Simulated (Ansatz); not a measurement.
**Molecular dynamics of Si$_{5}$H$_{13}$Cl (part 1 of 2)**

System: Si$_{5}$H$_{13}$Cl.
Method: RKS PBE0-D4/def2-SVP (Ansatz 0.2.0).

Some settings of this run were made unusual or wrong on purpose. Figures and captions count atoms from 1; the log counts them from 0 in places.

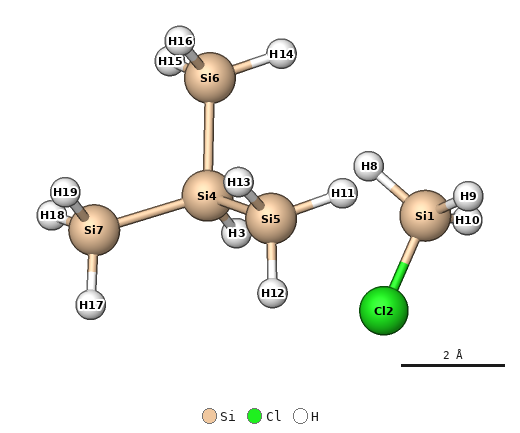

Fig. 1: The input geometry (ball-and-stick view, seen at a tilt; atoms are numbered from 1 in the order of the input).

## Input file
```yaml
crystal:
  periodic: [false, false, false]
  atoms:
    - {symbol: Si, position_ang: [-0.820426, 2.891746, 1.904067]}
    - {symbol: Cl, position_ang: [-2.592335, 2.048757, 1.291139]}
    - {symbol: H, position_ang: [-0.827005, -0.747081, 1.163278]}
    - {symbol: Si, position_ang: [-0.038336, -0.923420, -0.089243]}
    - {symbol: Si, position_ang: [-0.584403, 0.735800, -1.642653]}
    - {symbol: Si, position_ang: [2.243002, -0.790562, 0.401439]}
    - {symbol: Si, position_ang: [-0.507480, -3.020278, -1.009418]}
    - {symbol: H, position_ang: [0.241393, 1.862848, 1.822497]}
    - {symbol: H, position_ang: [-0.508837, 4.032256, 1.013751]}
    - {symbol: H, position_ang: [-0.988175, 3.352031, 3.301279]}
    - {symbol: H, position_ang: [-0.217781, 2.087908, -1.139833]}
    - {symbol: H, position_ang: [-2.033096, 0.717415, -1.972478]}
    - {symbol: H, position_ang: [0.193009, 0.481835, -2.886697]}
    - {symbol: H, position_ang: [2.589871, 0.544521, 0.960510]}
    - {symbol: H, position_ang: [2.635973, -1.833677, 1.387035]}
    - {symbol: H, position_ang: [3.027695, -0.996704, -0.845899]}
    - {symbol: H, position_ang: [-1.951175, -3.137146, -1.349242]}
    - {symbol: H, position_ang: [-0.151285, -4.106153, -0.056474]}
    - {symbol: H, position_ang: [0.289391, -3.200097, -2.253059]}
basis:
  gaussian: {orbitals: def2-SVP}
hamiltonian: {xc: pbe0, dispersion: d4}
md: {n_steps: 25, timestep: 0.5, temperature: 20000, ensemble: nvt_langevin, seed: 331, friction: 0.002, initial_velocities: maxwell_boltzmann}
```

Machine: 4 CPU threads, shared host.

Launched with:
```bash
ansatz run in.yaml --threads 4 --pin off --events-out ev --progress --plain --max-ram 66560MiB --backend cuda --devices 0, --max-vram 37GiB
```

## What the program printed
```
Functional definition: PBE0
  name "PBE0"
  cite "Adamo & Barone, J. Chem. Phys. 110, 6158 (1999) doi:10.1063/1.478522"
  cite "Perdew, Burke & Ernzerhof, Phys. Rev. Lett. 77, 3865 (1996) doi:10.1103/PhysRevLett.77.3865"
  parent pbe
  parameter a = 0.25
  parameter kappa = 0.804
  parameter beta = 0.06672455060314922
  exchange = (1 - a)*pbe_x(kappa = kappa, mu = beta*pi^2/3) + a*exact_x
  correlation = pbe_c(beta = beta)
1772 factors; integrals over basis functions are off by at most 2.5e-4 eV
mean field evaluation 1: about -52085.2880 eV, gradient 1.2e1 eV
mean field evaluation 2: about -52085.7930 eV, gradient 4.7e0 eV
mean field evaluation 4: about -52085.8571 eV, gradient 3.4e-1 eV
mean field evaluation 8: about -52085.8548 eV, gradient 1.6e-2 eV
mean field -52085.85482217 eV, -1914.1198596544 hartree, gradient 3.3e-5 eV, S^2 0.000000; 0 other end points of the search recorded, 0 dependent functions left out
the calculation of the forces begins
reference -52085.85486267 eV, -1914.1198611428 hartree; 50, 50 occupied and 123, 123 virtual orbitals, 1772 factors
md step     0: t =     0.00 fs  T = 18947.4 K  F+E_penalty+E_count = -52086.36414574 eV  E_kin = 46.533600 eV  (23 SCF iters)
these checks for a lower state are left out or cut short: starts, cluster_reference, orbital_swaps, neighbouring_geometries, increment
1772 factors; integrals over basis functions are off by at most 2.4e-4 eV
mean field evaluation 16: about -52085.4005 eV, gradient 1.6e-1 eV
mean field -52085.39745040 eV, -1914.1030515517 hartree, gradient 2.1e-5 eV, S^2 0.000000; 0 other end points of the search recorded, 0 dependent functions left out
the calculation of the forces begins
reference -52085.39749111 eV, -1914.1030530478 hartree; 50, 50 occupied and 123, 123 virtual orbitals, 1772 factors
md step     1: t =     0.50 fs  T = 18953.3 K  F+E_penalty+E_count = -52085.90769544 eV  E_kin = 46.548264 eV  (24 SCF iters, 7 dispersion substeps)
[... from here on the SCF iterations and repeated set-up lines of each step are left out, up to the last step ...]
md step     2: t =     1.00 fs  T = 17898.2 K  F+E_penalty+E_count = -52084.59039274 eV  E_kin = 43.956845 eV  (24 SCF iters, 7 dispersion substeps)
md step     3: t =     1.50 fs  T = 17282.9 K  F+E_penalty+E_count = -52082.66857940 eV  E_kin = 42.445693 eV  (25 SCF iters, 7 dispersion substeps)
md step     4: t =     2.00 fs  T = 16342.5 K  F+E_penalty+E_count = -52080.40249427 eV  E_kin = 40.136202 eV  (26 SCF iters, 7 dispersion substeps)
md step     5: t =     2.50 fs  T = 15417.7 K  F+E_penalty+E_count = -52078.01683575 eV  E_kin = 37.865029 eV  (27 SCF iters, 7 dispersion substeps)
md step     6: t =     3.00 fs  T = 14140.7 K  F+E_penalty+E_count = -52075.80560720 eV  E_kin = 34.728661 eV  (28 SCF iters, 7 dispersion substeps)
md step     7: t =     3.50 fs  T = 13211.0 K  F+E_penalty+E_count = -52073.90330503 eV  E_kin = 32.445339 eV  (29 SCF iters, 7 dispersion substeps)
md step     8: t =     4.00 fs  T = 12414.5 K  F+E_penalty+E_count = -52072.29596381 eV  E_kin = 30.489257 eV  (32 SCF iters, 7 dispersion substeps)
md step     9: t =     4.50 fs  T = 11902.4 K  F+E_penalty+E_count = -52070.90749539 eV  E_kin = 29.231515 eV  (34 SCF iters, 7 dispersion substeps)
md step    10: t =     5.00 fs  T = 11351.4 K  F+E_penalty+E_count = -52069.65503111 eV  E_kin = 27.878255 eV  (38 SCF iters, 7 dispersion substeps)
md step    11: t =     5.50 fs  T = 10955.1 K  F+E_penalty+E_count = -52068.55174879 eV  E_kin = 26.905099 eV  (45 SCF iters, 7 dispersion substeps)
md step    12: t =     6.00 fs  T = 10689.3 K  F+E_penalty+E_count = -52067.66610717 eV  E_kin = 26.252333 eV  (60 SCF iters, 7 dispersion substeps)
md step    13: t =     6.50 fs  T = 10387.0 K  F+E_penalty+E_count = -52067.04616302 eV  E_kin = 25.509908 eV  (86 SCF iters, 7 dispersion substeps)
md step    14: t =     7.00 fs  T = 10126.4 K  F+E_penalty+E_count = -52066.57728132 eV  E_kin = 24.869905 eV  (46 SCF iters, 7 dispersion substeps)
md step    15: t =     7.50 fs  T =  9872.3 K  F+E_penalty+E_count = -52066.20909948 eV  E_kin = 24.245717 eV  (46 SCF iters, 7 dispersion substeps)
md step    16: t =     8.00 fs  T = 10033.9 K  F+E_penalty+E_count = -52065.91419534 eV  E_kin = 24.642774 eV  (48 SCF iters, 7 dispersion substeps)
md step    17: t =     8.50 fs  T =  9891.2 K  F+E_penalty+E_count = -52065.68625176 eV  E_kin = 24.292145 eV  (48 SCF iters, 7 dispersion substeps)
md step    18: t =     9.00 fs  T =  9845.8 K  F+E_penalty+E_count = -52065.49379153 eV  E_kin = 24.180717 eV  (49 SCF iters, 7 dispersion substeps)
md step    19: t =     9.50 fs  T =  9782.3 K  F+E_penalty+E_count = -52065.30139404 eV  E_kin = 24.024843 eV  (56 SCF iters, 7 dispersion substeps)
md step    20: t =    10.00 fs  T =  9933.4 K  F+E_penalty+E_count = -52065.14442832 eV  E_kin = 24.395868 eV  (58 SCF iters, 7 dispersion substeps)
md step    21: t =    10.50 fs  T =  9869.0 K  F+E_penalty+E_count = -52065.04875133 eV  E_kin = 24.237687 eV  (92 SCF iters, 7 dispersion substeps)
md step    22: t =    11.00 fs  T =  9765.0 K  F+E_penalty+E_count = -52065.00537942 eV  E_kin = 23.982142 eV  (55 SCF iters, 7 dispersion substeps)
md step    23: t =    11.50 fs  T = 10023.1 K  F+E_penalty+E_count = -52064.88698711 eV  E_kin = 24.616171 eV  (47 SCF iters, 7 dispersion substeps)
md step    24: t =    12.00 fs  T = 10245.3 K  F+E_penalty+E_count = -52064.78279408 eV  E_kin = 25.161890 eV  (43 SCF iters, 7 dispersion substeps)
these checks for a lower state are left out or cut short: starts, cluster_reference, orbital_swaps, neighbouring_geometries, increment
1771 factors; integrals over basis functions are off by at most 1.5e-3 eV
mean field -52064.06222819 eV, -1913.3189965971 hartree, gradient 2.4e-5 eV, S^2 0.000000; 0 other end points of the search recorded, 0 dependent functions left out
the calculation of the forces begins
reference -52064.06227271 eV, -1913.3189982333 hartree; 50, 50 occupied and 123, 123 virtual orbitals, 1771 factors
1771 factors; integrals over basis functions are off by at most 1.5e-3 eV
mean field evaluation 288: about -52064.0622 eV, gradient 3.5e-4 eV
mean field -52064.06222819 eV, -1913.3189965971 hartree, gradient 2.4e-5 eV, S^2 0.000000; 1 other end points of the search recorded, 0 dependent functions left out
the calculation of the forces begins
reference -52064.06227271 eV, -1913.3189982333 hartree; 50, 50 occupied and 123, 123 virtual orbitals, 1771 factors
md step    25: t =    12.50 fs  T = 10261.8 K  F+E_penalty+E_count = -52064.76483195 eV  E_kin = 25.202440 eV  (41 SCF iters, 7 dispersion substeps)
```

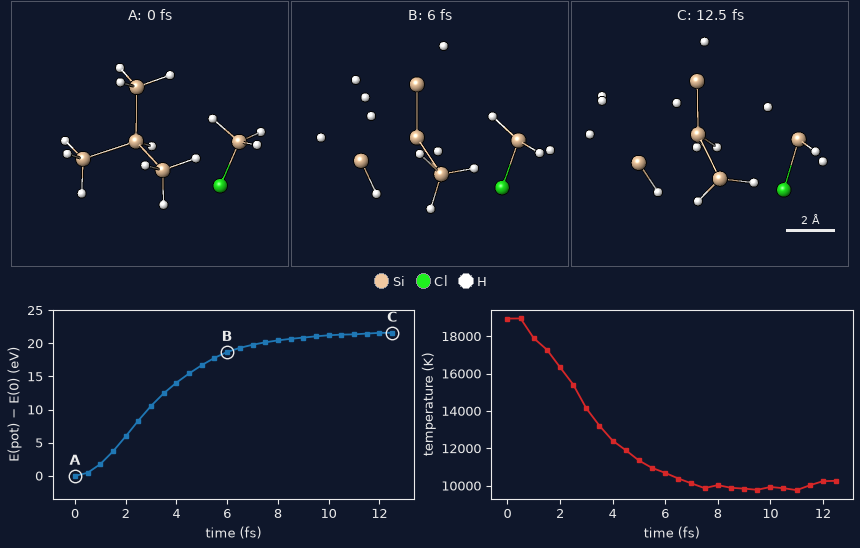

Fig. 2: Frames of the molecular dynamics (ball-and-stick, seen on its broad side) above the curves, on which the letters mark them. The trajectory kept here has 26 frames over 12.5 fs. The temperature starts at 18947 K, ranges from 9765 to 18953 K and averages 10003 K over the second half. The potential energy ends 21.599 eV above its first value. After an unweighted best fit of the last frame on the first, the root-mean-square displacement is 1.57 Å, and H15 has moved furthest (3.73 Å).

```
Total energy: -52064.76487647 eV, -1913.3448184452 hartree
Atom 0 at    -0.494414     2.998717     1.774181 Å, force    -2.898628    -2.554278     4.379729 eV/Å
Atom 1 at    -2.646749     2.276387     1.457138 Å, force     1.026443    -0.757160    -0.998239 eV/Å
Atom 2 at    -0.716027    -0.396729     1.086878 Å, force     1.195491    -0.986585    -0.496971 eV/Å
Atom 3 at     0.277757    -0.761596    -0.149848 Å, force    -2.012681     0.175860     1.056462 eV/Å
Atom 4 at    -1.116570     0.558019    -1.626654 Å, force     4.033416     0.041340     0.422101 eV/Å
Atom 5 at     2.448291    -0.813110     0.410596 Å, force     0.703820    -0.353158     1.653112 eV/Å
Atom 6 at    -0.702143    -3.124906    -1.175257 Å, force     1.059677     1.046243    -0.352053 eV/Å
Atom 7 at     0.768934     1.625091     2.129050 Å, force    -1.886587     2.178488    -1.057230 eV/Å
Atom 8 at    -0.651801     4.031707     0.811833 Å, force     0.781952     0.974887    -1.231301 eV/Å
Atom 9 at    -1.974805     3.479241     3.237209 Å, force     3.125312     0.009515    -1.201890 eV/Å
Atom 10 at    -1.612681     1.696611    -0.611371 Å, force     0.614470    -0.523826    -1.418069 eV/Å
Atom 11 at    -2.113514    -0.443307    -1.743367 Å, force    -1.124601    -0.987626    -0.652660 eV/Å
Atom 12 at     0.614671    -0.007812    -2.617786 Å, force    -2.607755     1.487128     0.568684 eV/Å
Atom 13 at     4.105614    -0.454716     0.714371 Å, force    -2.547152    -0.552990    -0.498148 eV/Å
Atom 14 at     2.253596    -4.295089    -1.851714 Å, force    -0.301691    -1.444311     4.384944 eV/Å
Atom 15 at     2.072241    -4.650945    -0.790002 Å, force     0.998745     1.411371    -4.560951 eV/Å
Atom 16 at    -2.127107    -2.512204    -0.777104 Å, force     0.348455    -1.158628     0.140536 eV/Å
Atom 17 at     0.821615    -2.375233     2.099959 Å, force     1.333989     0.886950    -1.029082 eV/Å
Atom 18 at     0.680605    -5.010629    -1.688518 Å, force    -1.842674     1.106781     0.891025 eV/Å
Dipole moment:     0.586946     0.083132    -0.567439 e Å
```

## Trajectory as extended XYZ (Å, eV, eV/Å), 11 of the 26 frames kept, from step=0 to step=25
```
19
Properties=species:S:1:pos:R:3:forces:R:3 step=0 time_fs=0.0 energy=-52086.36415 temperature=18947.4
Si   -0.8204    2.8917    1.9041    0.0962   0.0431   0.0179
Cl   -2.5923    2.0488    1.2911   -0.2617  -0.1707  -0.1212
H    -0.8270   -0.7471    1.1633   -0.0774   0.0253   0.1059
Si   -0.0383   -0.9234   -0.0892    0.0032   0.0167  -0.0017
Si   -0.5844    0.7358   -1.6427   -0.0242  -0.0167   0.0520
Si    2.2430   -0.7906    0.4014   -0.0484  -0.0054  -0.0137
Si   -0.5075   -3.0203   -1.0094    0.0133   0.0441   0.0168
H     0.2414    1.8628    1.8225    0.1308  -0.1043  -0.0005
H    -0.5088    4.0323    1.0138    0.0544   0.1305  -0.0731
H    -0.9882    3.3520    3.3013    0.0097   0.0598   0.1451
H    -0.2178    2.0879   -1.1398    0.0517   0.1248   0.0544
H    -2.0331    0.7174   -1.9725   -0.1375  -0.0127  -0.0303
H     0.1930    0.4818   -2.8867    0.0805  -0.0325  -0.1155
H     2.5899    0.5445    0.9605    0.0250   0.1341   0.0521
H     2.6360   -1.8337    1.3870    0.0307  -0.1050   0.0953
H     3.0277   -0.9967   -0.8459    0.0723  -0.0213  -0.1273
H    -1.9512   -3.1371   -1.3492   -0.1397  -0.0009  -0.0306
H    -0.1513   -4.1062   -0.0565    0.0389  -0.0971   0.0971
H     0.2894   -3.2001   -2.2531    0.0821  -0.0118  -0.1226
19
Properties=species:S:1:pos:R:3:forces:R:3 step=2 time_fs=1.0 energy=-52084.59039 temperature=17898.2
Si   -0.7866    2.8941    1.8896   -3.1007   2.9651   1.9051
Cl   -2.5948    2.0704    1.3082   -0.0666  -0.2245  -0.1893
H    -0.8989   -0.6896    1.2303    0.8594  -0.3253  -1.2144
Si   -0.0083   -0.9095   -0.0946   -1.2018   0.3968   0.8896
Si   -0.6229    0.7192   -1.6481   -2.5327  -0.2103   2.5379
Si    2.2515   -0.7942    0.4062    0.9966   1.0544  -1.9286
Si   -0.5275   -3.0257   -1.0263    2.2566  -0.9514   1.2059
H     0.1757    1.9192    1.8468    2.0740  -1.8476  -0.0356
H    -0.5668    4.0705    0.9728    0.2294  -0.2808   0.2882
H    -1.1593    3.4273    3.4347    0.8804  -0.6552  -2.0012
H    -0.3294    2.0249   -1.0792    0.1876   0.8240   0.1008
H    -2.1200    0.6097   -1.9475    0.6200   0.0833   0.0208
H     0.1348    0.4377   -2.7390    1.7628  -0.4502  -2.8040
H     2.8276    0.5641    1.0142   -0.4691  -1.4040  -0.5222
H     2.5078   -2.0288    1.0398    0.3514  -1.2100   1.7877
H     3.0414   -1.3653   -0.8755   -0.6768   1.2517   0.7485
H    -1.9772   -3.0204   -1.3000   -0.2530  -0.3062  -0.1410
H    -0.0386   -3.9884    0.2420   -0.8842   0.8675  -1.6698
H     0.4085   -3.4177   -2.2567   -1.0335   0.4226   1.0215
```
